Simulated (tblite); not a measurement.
## Run report: C$_{2}$H$_{8}$GeN$_{2}$O$_{2}$, molecular dynamics (part 1 of 2)

The run: molecular dynamics of C$_{2}$H$_{8}$GeN$_{2}$O$_{2}$, SMILES [NH2][Ge]1([NH2])[O]CC[O]1. Method and program: GFN2-xTB Langevin dynamics, gas phase (tblite 0.8.0).

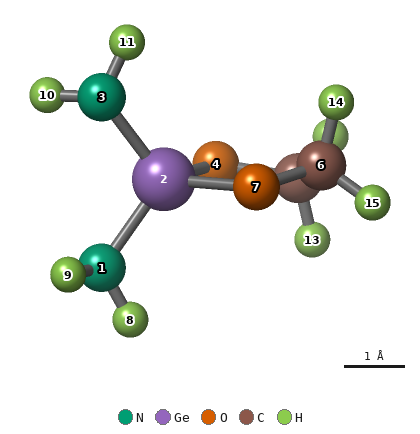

Figure 1. The starting structure (ball-and-stick view, seen at a tilt; atoms are numbered from 1 in the order of the input). Sticks mark near contacts. Bond lengths as drawn: C–C 1.54 Å, C–H 1.09 to 1.10 Å, C–O 1.40 Å, Ge–N 1.81 Å, Ge–O 1.80 Å and H–N 1.01 Å.

### Summary

| quantity | value |
| --- | --- |
| outcome | finished |
| mean temperature over the second half | 440 K |
| trajectory | 41 frames kept, 1000 fs |
| hardware | 1 CPU thread, shared host |
| wall time | 29 s |
| peak memory | 0.18 GiB |

### The input
```
{"job": {"kind": "md", "xc": "GFN2-xTB", "basis": "xTB", "temperature": 400, "steps": 2000, "every": 50}, "charge": 0, "multiplicity": 1}
N     -1.732117    -1.610281    -0.359459
Ge    -0.832934    -0.085798     0.010320
N     -2.070969     1.215880     0.216316
O      0.483687     0.258490    -1.161256
C      1.742880     0.086672    -0.563421
C      1.608014     0.263447     0.964280
O      0.336846    -0.174729     1.370192
H     -1.166553    -2.447508    -0.398931
H     -2.526010    -1.781510     0.240472
H     -2.783856     1.225023    -0.498662
H     -1.705371     2.152290     0.325115
H      2.427814     0.829151    -0.979697
H      2.120961    -0.917451    -0.786450
H      1.730406     1.320731     1.224594
H      2.362786    -0.326418     1.489779
```

The first line tells a small driver script what to run in tblite; the rest is the geometry in Å.

Run as:
```bash
OMP_NUM_THREADS=1 python <driver script> task.json out
```

### The program's output
```
t/fs     T/K      E/eV
    0.0   319.0   -661.27216
   25.0   190.1   -661.09330
   50.0   236.0   -661.01301
   75.0   266.9   -660.86785
  100.0   279.9   -660.76742
  125.0   310.8   -660.79390
  150.0   253.3   -660.78727
  175.0   346.5   -660.71032
  200.0   250.2   -660.49680
  225.0   294.0   -660.60693
  250.0   440.6   -660.76502
  275.0   454.8   -660.84827
  300.0   343.3   -660.59820
  325.0   363.4   -660.47702
  350.0   650.6   -660.78215
  375.0   650.2   -660.60648
  400.0   500.4   -660.33499
  425.0   590.7   -660.82272
  450.0   369.7   -660.63849
  475.0   261.9   -660.43256
  500.0   469.5   -660.65827
  525.0   328.5   -660.65301
  550.0   447.8   -660.83685
  575.0   263.4   -660.57566
  600.0   362.7   -660.60711
  625.0   387.6   -660.59586
  650.0   555.4   -660.76609
  675.0   470.8   -660.60085
  700.0   511.9   -660.46427
  725.0   519.8   -660.52524
  750.0   560.0   -660.33637
  775.0   680.0   -660.65535
  800.0   499.6   -660.59590
  825.0   464.8   -660.59721
  850.0   332.7   -660.38534
  875.0   368.3   -660.69806
  900.0   445.0   -660.74601
  925.0   386.9   -660.51707
  950.0   340.4   -660.41832
  975.0   458.5   -660.68178
 1000.0   395.5   -660.38371
```

### Trajectory as extended XYZ (Å, eV, eV/Å), 31 of the 41 frames kept, from step=0 to step=40
```
15
Properties=species:S:1:pos:R:3:forces:R:3 step=0 time_fs=0.0 energy=-661.27216 temperature=319.0
N    -1.7321   -1.6103   -0.3595    0.0021   0.0009  -0.0010
Ge   -0.8329   -0.0858    0.0103   -0.0057  -0.0044   0.0019
N    -2.0710    1.2159    0.2163    0.0012  -0.0043   0.0004
O     0.4837    0.2585   -1.1613    0.0013   0.0009  -0.0035
C     1.7429    0.0867   -0.5634   -0.0016   0.0019   0.0019
C     1.6080    0.2634    0.9643   -0.0009   0.0018  -0.0029
O     0.3368   -0.1747    1.3702    0.0030  -0.0018  -0.0004
H    -1.1666   -2.4475   -0.3989   -0.0033  -0.0028   0.0016
H    -2.5260   -1.7815    0.2405    0.0026   0.0014   0.0051
H    -2.7839    1.2250   -0.4987    0.0004   0.0048  -0.0039
H    -1.7054    2.1523    0.3251    0.0001  -0.0025  -0.0038
H     2.4278    0.8292   -0.9797   -0.0005   0.0032   0.0038
H     2.1210   -0.9175   -0.7864   -0.0017   0.0028  -0.0020
H     1.7304    1.3207    1.2246    0.0082   0.0012   0.0041
H     2.3628   -0.3264    1.4898   -0.0055  -0.0032  -0.0013
15
Properties=species:S:1:pos:R:3:forces:R:3 step=1 time_fs=25.0 energy=-661.09330 temperature=190.1
N    -1.6948   -1.6215   -0.3515   -1.0364  -0.5796   0.2232
Ge   -0.8279   -0.0872    0.0285   -0.6419   0.2455   0.1340
N    -2.0503    1.2585    0.1165    0.3656   0.8460   0.1296
O     0.4469    0.2843   -1.1196    0.2760   0.2677  -0.7048
C     1.7258    0.1192   -0.5872    0.0516   1.1874   0.6460
C     1.6038    0.2195    0.9526    0.9728   0.2143   0.0683
O     0.3644   -0.2011    1.3717   -0.8505  -0.1777   0.1691
H    -1.2548   -2.4943   -0.0832    0.1872   0.2019  -0.0464
H    -2.7035   -1.7535   -0.1479    1.0058   0.4937  -0.1346
H    -2.8821    1.1466   -0.4400    0.0161  -0.0389  -0.0647
H    -1.7258    2.2444    0.0382   -0.2172  -1.1749   0.0480
H     2.4339    0.9152   -0.9302   -0.6138  -0.5771  -0.0698
H     2.0859   -0.8533   -0.8152    0.5093  -0.8630  -0.4842
H     1.8141    1.2431    1.2800   -0.2077   0.1781  -0.0233
H     2.3579   -0.4142    1.4152    0.1832  -0.2234   0.1098
15
Properties=species:S:1:pos:R:3:forces:R:3 step=3 time_fs=75.0 energy=-660.86785 temperature=266.9
N    -1.7598   -1.6470   -0.2464   -0.3716  -0.3938   0.0251
Ge   -0.8674   -0.0750   -0.0234   -1.7335  -0.0018  -0.0424
N    -2.1453    1.2312    0.0867    1.6076   1.3593   0.3586
O     0.3949    0.4191   -1.1149    0.5796  -0.0345  -0.5660
C     1.6668    0.1049   -0.5933   -0.9096   1.2977   0.9058
C     1.5664    0.0544    0.9641    1.2151  -0.8493   0.1106
O     0.2337   -0.1706    1.3124    0.5154  -0.3679   0.8740
H    -1.4825   -2.3750    0.4083   -0.1270   0.1967  -0.2415
H    -2.7843   -1.6704   -0.3620    0.9532   0.2187   0.1881
H    -2.9088    1.1660   -0.5544   -0.2015   0.1215  -0.3186
H    -1.6546    2.1720    0.0061   -1.1207  -1.3743   0.0025
H     2.3419    0.8827   -0.8597    0.5794   0.8574  -0.3669
H     2.0110   -0.7824   -1.0280    0.4252  -1.5793  -0.3480
H     1.9145    1.0081    1.4449   -0.1910  -0.7460  -0.4612
H     2.2683   -0.8197    1.2945   -1.2205   1.2956  -0.1201
15
Properties=species:S:1:pos:R:3:forces:R:3 step=4 time_fs=100.0 energy=-660.76742 temperature=279.9
N    -1.7292   -1.6083   -0.1814    1.7202  -1.1871   0.2590
Ge   -0.9050   -0.0296   -0.0627    0.2612   0.3806   0.2145
N    -2.1442    1.2553    0.1189   -0.8436  -2.2329  -0.0341
O     0.4213    0.4597   -1.1885    0.1169  -0.1074   0.3635
C     1.6811    0.1853   -0.6167   -1.4538  -1.7057   0.6979
C     1.5392   -0.0665    0.9429    0.4184  -0.8607  -0.4909
O     0.1652   -0.2123    1.3333    1.7222   0.0556  -0.5543
H    -1.3603   -2.2859    0.5144   -0.4038   0.6074  -0.7430
H    -2.6971   -1.5587   -0.1000   -1.7377  -0.0586   0.1275
H    -2.9367    1.0974   -0.4897    0.0235   0.3916   0.0655
H    -1.8358    2.1678    0.1325    0.5222   2.1333  -0.1499
H     2.3693    0.9194   -0.8872    0.8911   1.5934  -0.0912
H     2.0698   -0.7478   -1.0291   -0.1148  -0.2357  -0.2481
H     1.9706    0.7632    1.5010    0.0476  -0.0703   0.0982
H     2.1679   -1.0298    1.0825   -1.1698   1.2967   0.4854
15
Properties=species:S:1:pos:R:3:forces:R:3 step=5 time_fs=125.0 energy=-660.79390 temperature=310.8
N    -1.7886   -1.6814   -0.1184   -1.3513   2.6554  -1.3582
Ge   -0.9235    0.0156   -0.0573   -0.8813  -0.4787   0.1125
N    -2.2396    1.3404    0.0849    1.0413   0.0695   0.1485
O     0.4176    0.3938   -1.1882    0.7239  -0.3184   0.5176
C     1.6920    0.1889   -0.5728    0.2860  -0.6058  -1.0636
C     1.5902   -0.1865    0.9483   -1.7908   1.2838  -1.3420
O     0.1993   -0.1543    1.2875    0.7812  -0.4166   0.5495
H    -1.3513   -2.3621    0.4186    0.6645  -1.1604   1.1265
H    -2.7834   -1.5477    0.1297    0.8970  -0.4073  -0.0543
H    -3.0387    1.1044   -0.4685   -0.3403   0.0283  -0.2704
H    -1.9730    2.3226   -0.0863   -0.0692  -0.8878   0.0312
H     2.2633    1.1179   -0.7004   -0.1173  -0.1207   0.0481
H     2.2471   -0.6255   -1.1389   -0.6578   0.7124   0.5213
H     2.0057    0.6498    1.4792    0.7008  -0.0866   0.6181
H     2.0267   -1.1540    1.1060    0.1133  -0.2672   0.4152
15
Properties=species:S:1:pos:R:3:forces:R:3 step=7 time_fs=175.0 energy=-660.71032 temperature=346.5
N    -1.7182   -1.6303   -0.3024   -1.6956   1.6732   0.0612
Ge   -0.9512    0.0012    0.0339   -0.0699   0.1336  -0.7013
N    -2.2406    1.2846   -0.0711    0.2851   0.2999   0.5663
O     0.3093    0.3141   -1.1982    0.8417  -0.4362   0.8979
C     1.6026    0.0996   -0.6231    0.3847   1.1826  -1.5293
C     1.6093   -0.1315    0.9024   -1.3048  -0.1409  -1.0886
O     0.2845    0.0933    1.3349    0.0937   0.3504   1.0740
H    -1.2929   -2.5068   -0.1524    0.3944  -0.6911   0.3360
H    -2.7387   -1.6308   -0.0979    1.2228  -0.3013  -0.1539
H    -3.0254    1.1011   -0.6711    0.0425  -0.0165  -0.0838
H    -2.0254    2.2906   -0.0375    0.0304  -0.9667  -0.0985
H     2.2072    0.9783   -0.9826   -0.2735  -0.6618   0.5781
H     2.0194   -0.8090   -1.0317    0.2271  -0.1707  -0.6417
H     2.4053    0.4053    1.4143   -0.5117   0.4374   0.1940
H     1.7918   -1.1873    0.9781    0.3330  -0.6917   0.5894
15
Properties=species:S:1:pos:R:3:forces:R:3 step=8 time_fs=200.0 energy=-660.49680 temperature=250.2
N    -1.7452   -1.5343   -0.4745    0.1801  -2.0182   0.7246
Ge   -0.9574   -0.0276    0.0611    0.8917  -0.3902  -0.6013
N    -2.2223    1.1629   -0.1631   -0.7660   1.7220  -0.6407
O     0.3022    0.2384   -1.1577    0.7668  -0.2514  -0.5638
C     1.6468    0.0003   -0.7320   -2.5903   1.5084   1.7368
C     1.5114   -0.0288    0.8901    1.7167   0.2987  -0.7673
O     0.1919    0.1510    1.4091    1.5071  -0.1915  -0.7483
H    -1.3053   -2.4441   -0.2256   -0.0250   0.8908  -0.4427
H    -2.6754   -1.6688   -0.1191   -0.4994   0.2733  -0.0257
H    -2.5218    1.1583   -1.1436   -0.1104  -0.3346   0.3863
H    -1.8399    2.1050   -0.0868   -0.1914   0.0035   0.3758
H     2.2028    0.9026   -1.0026    0.2290  -0.4100  -0.1811
H     1.9952   -0.9015   -1.1677    0.4727  -0.6649  -0.1654
H     2.2598    0.8007    1.1220   -1.3307  -0.8125   0.7482
H     1.9321   -0.9959    1.2166   -0.2510   0.3767   0.1647
15
Properties=species:S:1:pos:R:3:forces:R:3 step=9 time_fs=225.0 energy=-660.60693 temperature=294.0
N    -1.8123   -1.5963   -0.5492   -0.4027   0.2093   0.2037
Ge   -0.9491   -0.0830    0.0046   -1.0097   0.4854  -1.0846
N    -2.2592    1.2283   -0.2664    0.2304  -0.4770  -0.1238
O     0.3415    0.1921   -1.2013    0.1474   0.2576   0.2279
C     1.5937    0.0056   -0.6141   -0.6726  -0.9398   0.8845
C     1.5537    0.1530    0.9747    1.0337   0.9460  -1.9698
O     0.2163    0.0775    1.3222    0.2265  -0.1922   1.4696
H    -1.3776   -2.5055   -0.5676    0.1184   0.0935   0.1467
H    -2.8241   -1.6983   -0.4486    0.6406   0.2187   0.1332
H    -2.2487    1.3359   -1.2753   -0.1660  -0.1602  -0.1287
H    -2.1514    2.1769    0.0619    0.3104  -0.0657   0.4656
H     2.3021    0.6487   -1.0415    0.8844   1.0917  -0.5926
H     1.8703   -0.9993   -0.8134    0.5655  -1.1854  -0.3155
H     2.0315    1.1873    1.0723   -0.8804  -1.0410   0.8614
H     2.2371   -0.6315    1.4193   -1.0261   0.7592  -0.1775
15
Properties=species:S:1:pos:R:3:forces:R:3 step=11 time_fs=275.0 energy=-660.84827 temperature=454.8
N    -1.9136   -1.6341   -0.4636    0.4978   0.0133  -0.2743
Ge   -0.9643   -0.1271   -0.2348   -0.6566  -0.0076  -0.1307
N    -2.2319    1.2828   -0.1051    0.6592  -1.3352   0.7233
O     0.5295    0.0617   -1.2808    0.7126   0.2023   1.1674
C     1.7135    0.0723   -0.4154   -0.6938  -1.1487  -0.8031
C     1.2454    0.3425    1.0528    0.8129   0.8044  -1.8978
O     0.0424   -0.2716    1.2253   -0.8327  -0.2641   0.7596
H    -1.4337   -2.5251   -0.3676   -0.4342   0.3114   0.0438
H    -2.8940   -1.6282   -0.2409    0.1409  -0.1668   0.0338
H    -1.9410    1.9826   -0.7496    0.0147   0.8788  -0.2226
H    -2.2036    1.6128    0.8714   -0.0043   0.1050  -0.7873
H     2.4178    0.8141   -0.8356   -0.3640  -0.3609   0.3942
H     2.1547   -0.9714   -0.4476   -0.2905   1.0561  -0.1350
H     1.1839    1.4352    1.0998   -0.1058   0.1387   0.5063
H     1.9647   -0.0457    1.7358    0.5437  -0.2266   0.6223
15
Properties=species:S:1:pos:R:3:forces:R:3 step=12 time_fs=300.0 energy=-660.59820 temperature=343.3
N    -1.8554   -1.6247   -0.4474   -0.6890   0.0073  -0.5851
Ge   -0.9515   -0.0938   -0.3073    0.4115  -0.6259   0.3616
N    -2.0841    1.2703   -0.1238   -0.5220   0.7231  -0.2958
O     0.6136    0.1251   -1.2317   -0.2865  -0.4999   0.1160
C     1.7046    0.0032   -0.3546    1.7456   0.0174  -1.2206
C     1.2433    0.2191    1.0739   -1.2062   0.2390  -0.3794
O    -0.0746   -0.3590    1.1966    1.5588   0.6643   0.6206
H    -1.4597   -2.4148    0.0288   -0.0920  -0.1126   0.0449
H    -2.8726   -1.5917   -0.4101    0.5506  -0.1337   0.0297
H    -2.0994    2.0158   -0.8281   -0.0068  -0.3141   0.8623
H    -2.2518    1.5539    0.8500    0.2266   0.1184  -0.9535
H     2.3577    0.8776   -0.6170   -0.0213  -0.7493   0.1051
H     2.3820   -0.9849   -0.5139   -1.7818   1.7022   0.2676
H     1.1977    1.3289    1.2156   -0.0790  -0.7639   0.2739
H     1.9353   -0.2409    1.7418    0.1916  -0.2723   0.7527
15
Properties=species:S:1:pos:R:3:forces:R:3 step=13 time_fs=325.0 energy=-660.47702 temperature=363.4
N    -1.8732   -1.6014   -0.5151    1.8419   0.9074  -0.9986
Ge   -0.9114   -0.0650   -0.3361   -0.7875  -0.7399   1.2176
N    -2.0490    1.3744   -0.2636   -0.1118  -1.4371  -1.8854
O     0.5886    0.2404   -1.1604    1.0486  -0.4785   0.2096
C     1.6667   -0.1640   -0.3174   -0.0613  -1.0133  -0.0351
C     1.3237    0.0302    1.1782   -1.3753  -2.1094  -0.2639
O    -0.0980   -0.4231    1.2485    1.9176   1.2360   0.1193
H    -1.7397   -2.3085    0.1568   -0.0526  -0.5920   0.6886
H    -2.7882   -1.3733   -0.7371   -1.9233  -0.0612  -0.2248
H    -1.9936    2.0073   -1.0534    0.0892   0.2016   0.5286
H    -1.9206    1.7460    0.6259    0.0851   1.3335   1.3207
H     2.5012    0.4284   -0.6162    0.7556   0.3678  -0.2017
H     1.9505   -1.3051   -0.4153   -0.7481   1.9206  -0.2514
H     1.4608    1.0103    1.6612   -0.1484  -0.3451  -0.5674
H     1.9382   -0.7668    1.6614   -0.5297   0.8096   0.3439
15
Properties=species:S:1:pos:R:3:forces:R:3 step=15 time_fs=375.0 energy=-660.60648 temperature=650.2
N    -1.9472   -1.3786   -0.7412    1.7040  -0.1589   1.4909
Ge   -0.9724   -0.0340   -0.0255    0.5750  -0.5152  -1.4529
N    -1.8600    1.4527   -0.5917    0.8891  -0.8789  -0.9188
O     0.5851    0.2361   -1.0074   -0.5605  -0.1255   0.5210
C     1.7025   -0.2714   -0.3657    0.1339   0.8167   1.3799
C     1.3837   -0.5534    1.1827    0.3916   1.8978   0.2279
O     0.0192   -0.4340    1.4180   -1.0366  -0.4030   0.0691
H    -1.8955   -2.3659   -0.6129    0.3231  -0.3135   0.3510
H    -2.6889   -1.1694   -1.3121   -1.7818   0.7965  -1.3023
H    -1.1500    1.9549   -1.1474   -0.7027   0.1150   0.6090
H    -2.2766    1.9693    0.1297   -0.4438   1.1557   0.7327
H     2.4862    0.5272   -0.3805   -0.2270  -0.7998  -0.2168
H     1.9776   -1.1830   -0.8537    0.5936  -0.5344  -0.1855
H     1.8244    0.2772    1.8266    0.0600  -0.7446  -0.7952
H     1.7349   -1.4883    1.6092    0.0823  -0.3081  -0.5101
15
Properties=species:S:1:pos:R:3:forces:R:3 step=16 time_fs=400.0 energy=-660.33499 temperature=500.4
N    -2.0169   -1.3436   -0.7295   -0.5135  -0.3560  -1.2922
Ge   -0.9853   -0.0453    0.0088   -0.1937   1.0301   0.3075
N    -1.7740    1.5759   -0.5638   -0.9760  -1.1814   1.0753
O     0.5089    0.1232   -0.7923   -0.1990   0.4776  -1.5560
C     1.6586   -0.2531   -0.1777    1.2180   1.5209   0.6584
C     1.3985   -0.7550    1.2425   -2.2501   1.7848   1.6349
O    -0.0192   -0.4702    1.5897    0.6965  -0.4675  -1.0279
H    -1.4318   -2.1295   -1.0421   -0.3688   0.3263   0.2981
H    -2.5274   -1.0155   -1.5909    0.6891  -0.2705   1.2978
H    -1.1893    2.3551   -0.7734    0.6239   0.2682   0.0972
H    -2.5071    1.8909    0.0761    0.2261  -0.0247  -0.3502
H     2.3691    0.6177   -0.3185   -0.3470  -0.7337   0.7673
H     2.0482   -1.0726   -0.6834    1.0815  -1.5583  -1.2216
H     1.8867   -0.2576    2.0975    0.3780   0.0453  -0.6768
H     1.5767   -1.8014    1.3166   -0.0649  -0.8612  -0.0116
15
Properties=species:S:1:pos:R:3:forces:R:3 step=17 time_fs=425.0 energy=-660.82272 temperature=590.7
N    -2.0993   -1.3007   -0.6141    0.3767  -0.5902   0.0767
Ge   -0.9942   -0.0143    0.0280    0.7140  -0.2263  -0.5656
N    -1.8508    1.5638   -0.2138    1.1791   1.1682   0.7448
O     0.6605    0.0887   -0.9237   -0.8920  -1.0822   1.2469
C     1.6753   -0.3080   -0.0197    0.8739   0.8740  -0.5341
C     1.2193   -0.9355    1.2953   -2.1749   0.6036   0.4944
O    -0.1478   -0.4955    1.5807    0.5428  -0.1182  -0.9419
H    -1.5993   -2.1271   -0.9260    0.0576  -0.1131   0.3142
H    -2.6485   -1.0555   -1.4122   -0.3753   0.5191  -0.2628
H    -1.1751    2.3044    0.0852   -0.6223  -0.5424  -0.5510
H    -2.6781    1.7914    0.3138   -0.3110  -0.3590   0.0580
H     2.2157    0.6283    0.1434    0.2415   0.0817   0.5757
H     2.4196   -0.9769   -0.4627   -0.3388  -0.2198  -0.4563
H     1.7521   -0.5491    2.1630    0.4410  -0.2889  -0.1703
H     1.1801   -2.0334    1.2604    0.2878   0.2935  -0.0287
15
Properties=species:S:1:pos:R:3:forces:R:3 step=19 time_fs=475.0 energy=-660.43256 temperature=261.9
N    -2.2772   -1.1067   -0.4920   -1.3240   0.7087  -1.2539
Ge   -0.9823    0.0672   -0.0447   -0.3911  -1.0930   1.1842
N    -1.8968    1.5815    0.1910   -0.0223   1.2473   0.3850
O     0.6249    0.0047   -0.8506    0.2469   0.0781   0.9190
C     1.5833   -0.1885    0.1797    1.9331  -1.2187  -0.3496
C     0.9619   -1.1226    1.2953    0.8366  -0.7494  -0.9840
O    -0.1928   -0.5223    1.6290   -2.3729   1.3499  -0.2030
H    -2.2545   -2.0894   -0.2980    0.1637  -0.1147  -0.1472
H    -3.0291   -0.8622   -1.2056    1.5342  -0.4697   1.3133
H    -1.3554    2.3089    0.6502    0.2032   0.0438  -0.3153
H    -2.7418    1.5709    0.7544    0.0401  -0.5438  -0.2950
H     1.9222    0.7959    0.6371   -0.5697  -1.0692  -0.3586
H     2.5433   -0.6900   -0.2722   -1.6312   0.7703   0.4866
H     1.6111   -1.1883    2.1845   -0.0132  -0.0066  -0.3504
H     0.6413   -2.1757    0.9458    1.3667   1.0669  -0.0311
15
Properties=species:S:1:pos:R:3:forces:R:3 step=20 time_fs=500.0 energy=-660.65827 temperature=469.5
N    -2.4337   -0.9333   -0.5533    1.4981  -1.0856   0.9573
Ge   -1.0437    0.0991   -0.0259    0.3849   0.4767   1.4273
N    -1.8771    1.6958    0.1883    0.5253   1.3654   0.5751
O     0.5825   -0.0124   -0.7686   -0.1174   0.5999  -1.0555
C     1.6087   -0.2424    0.1455    0.2893  -1.3422  -0.5020
C     1.0059   -1.0893    1.2696   -0.9613   0.1725   1.2690
O    -0.3192   -0.5534    1.5010    0.5407   0.3312   0.6301
H    -1.9751   -1.8467   -0.6846   -0.8297   0.1356  -0.2165
H    -2.7052   -0.5638   -1.4181   -0.7985   0.1926  -1.4760
H    -1.3597    2.5291    0.5464   -0.2521  -0.9931  -0.5546
H    -2.6430    1.5987    0.8437   -0.1127  -0.1975  -0.1424
H     2.0849    0.6813    0.4873   -0.3437  -0.0282   0.2429
H     2.3746   -0.8325   -0.3924   -0.1212   0.1372   0.1500
H     1.6699   -1.0598    2.1928   -1.0464   0.1415  -0.8165
H     0.6912   -2.1262    1.0637    1.3446   0.0939  -0.4882
```
